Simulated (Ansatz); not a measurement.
# CH5AlOSi (SMILES [CH2]1O[SiH2][AlH]1): r2SCAN0/def2-SVP

What is the vertical ionisation energy of CH5AlOSi at r2SCAN0/def2-SVP? 

The calculation is run with Ansatz 0.2.0.

118 further runs of the same task are left out: 1 that didn't finish, 117 set aside as unsound or not needed.

## 1. The structure to begin with

CH5AlOSi: 9 atoms, total charge 0, spin state singlet. SMILES: `[CH2]1O[SiH2][AlH]1`. The coordinates come from a PBE0-D4/def2-TZVP relaxation.

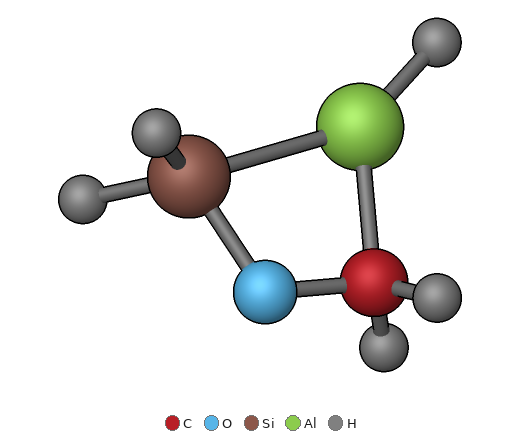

The structure, seen from a chosen angle (carbon red, oxygen blue, silicon brown, aluminium green, hydrogen grey).

## 2. A single-point energy at r2SCAN0/def2-SVP

in.yaml reads:

```yaml
basis:
  gaussian:
    orbitals: def2-SVP
crystal:
  periodic: [false, false, false]
  atoms:
    - symbol: C
      position_ang: [-0.309900, 1.022500, -0.653500]
    - symbol: O
      position_ang: [0.621100, -0.021300, -1.022900]
    - symbol: Si
      position_ang: [0.767800, -1.223900, 0.135800]
    - symbol: Al
      position_ang: [-0.858800, 0.279300, 1.121100]
    - symbol: H
      position_ang: [-1.090200, 1.097600, -1.420100]
    - symbol: H
      position_ang: [0.213300, 1.986000, -0.643000]
    - symbol: H
      position_ang: [2.177700, -1.338300, 0.615000]
    - symbol: H
      position_ang: [0.422400, -2.560600, -0.433300]
    - symbol: H
      position_ang: [-1.855100, 0.712400, 2.283700]
hamiltonian:
  xc: {name: r2SCAN0}
accuracy: high
output:
  orbitals: {seedname: orbitals}
```

The run is started by

```
$ ansatz run in.yaml --threads 1 --pin off --max-ram 3480MiB --events-out events.jsonl --progress --plain --runs-dir runs
```

Output:

```text
Warning: RAYON_NUM_THREADS=1 ignored (pool sized by the plan → 1); use --threads N
Functional definition: r2SCAN0
  name "r2SCAN0"
  parameter a = 0.25
  parameter k0 = 0.174
  parameter k1 = 0.065
  parameter a1 = 4.9479
  exchange = (1 - a)*r2scan_x(k0 = k0, k1 = k1, a1 = a1) + a*exact_x
  correlation = r2scan_c
1975 factors; integrals over basis functions are off by at most 3.9e-9 eV
mean field evaluation 1: about -17623.8363 eV, gradient 4.4e1 eV
mean field evaluation 2: about -17613.0668 eV, gradient 8.3e1 eV
mean field evaluation 4: about -17628.1905 eV, gradient 4.8e0 eV
mean field evaluation 8: about -17628.4175 eV, gradient 1.7e-1 eV
mean field evaluation 16: about -17628.4176 eV, gradient 1.2e-5 eV
mean field -17628.41762520 eV, -647.8323987554 hartree, gradient 4.0e-8 eV, S^2 0.000000; 0 other end points of the search recorded, 0 dependent functions left out
reference -17628.41762590 eV, -647.8323987810 hartree; 23, 23 occupied and 66, 66 virtual orbitals, 1975 factors
Total energy: -17628.41762590 eV, -647.8323987810 hartree
```

It took 7.8 s on 1 thread of Intel Xeon 6975P-C (Granite Rapids), shared host; peak memory 0.38 GiB.

## 3. The doublet cation

input.yaml reads:

```yaml
crystal:
  periodic: [false, false, false]
  atoms:
    - {symbol: C, position_ang: [-0.309900, 1.022500, -0.653500]}
    - {symbol: O, position_ang: [0.621100, -0.021300, -1.022900]}
    - {symbol: Si, position_ang: [0.767800, -1.223900, 0.135800]}
    - {symbol: Al, position_ang: [-0.858800, 0.279300, 1.121100]}
    - {symbol: H, position_ang: [-1.090200, 1.097600, -1.420100]}
    - {symbol: H, position_ang: [0.213300, 1.986000, -0.643000]}
    - {symbol: H, position_ang: [2.177700, -1.338300, 0.615000]}
    - {symbol: H, position_ang: [0.422400, -2.560600, -0.433300]}
    - {symbol: H, position_ang: [-1.855100, 0.712400, 2.283700]}
basis:
  gaussian:
    orbitals: def2-SVP
total_charge: 1
magnetization:
  spin_polarized: true
  initial_magnetization: 1
hamiltonian:
  xc: {name: r2SCAN0}
accuracy: high
output: {orbitals: {seedname: orbitals}}
```

The run is started by

```
$ ansatz run input.yaml --threads 1 --pin off --max-ram 3480MiB --events-out events.jsonl --progress --plain --runs-dir runs
```

Output:

```text
Warning: RAYON_NUM_THREADS=1 ignored (pool sized by the plan → 1); use --threads N
[... 8 set-up lines as earlier in the session ...]
1974 factors; integrals over basis functions are off by at most 4.0e-9 eV
mean field evaluation 1: about -17606.0322 eV, gradient 5.3e1 eV
mean field evaluation 2: about -17463.3384 eV, gradient 1.4e2 eV
mean field evaluation 4: about -17618.0668 eV, gradient 1.5e1 eV
mean field evaluation 8: about -17619.3279 eV, gradient 7.0e-1 eV
mean field evaluation 16: about -17619.3415 eV, gradient 5.3e-2 eV
mean field evaluation 32: about -17619.3419 eV, gradient 3.0e-5 eV
mean field -17619.34185128 eV, -647.4988702156 hartree, gradient 8.6e-8 eV, S^2 0.758394; 4 other end points of the search recorded, 0 dependent functions left out
reference -17619.34185351 eV, -647.4988702978 hartree; 23, 22 occupied and 66, 67 virtual orbitals, 1974 factors
Total energy: -17619.34185351 eV, -647.4988702978 hartree
```

It took 31 s on 1 thread of Intel Xeon 6975P-C (Granite Rapids), shared host; peak memory 0.63 GiB.

## 4. What came out

At r2SCAN0/def2-SVP:

```
                                          quantity          value
                    singlet CH5AlOSi: total energy  -647.83240 Eh
                     singlet CH5AlOSi: HOMO energy       -7.15 eV
                     singlet CH5AlOSi: LUMO energy       -1.88 eV
                   singlet CH5AlOSi: HOMO–LUMO gap        5.27 eV
                      doublet cation: total energy  -647.49887 Eh
doublet cation: HOMO energy (highest over α and β)      -12.95 eV
 doublet cation: LUMO energy (lowest over α and β)      -10.85 eV
                              doublet cation: ⟨S²⟩          0.758
vertical ionisation energy (to the doublet cation)       9.076 eV
```

Removing an electron at fixed nuclei costs 9.08 eV (209 kcal/mol). The negative HOMO energy of the first species, 7.15 eV, lies 1.92 eV below that difference.
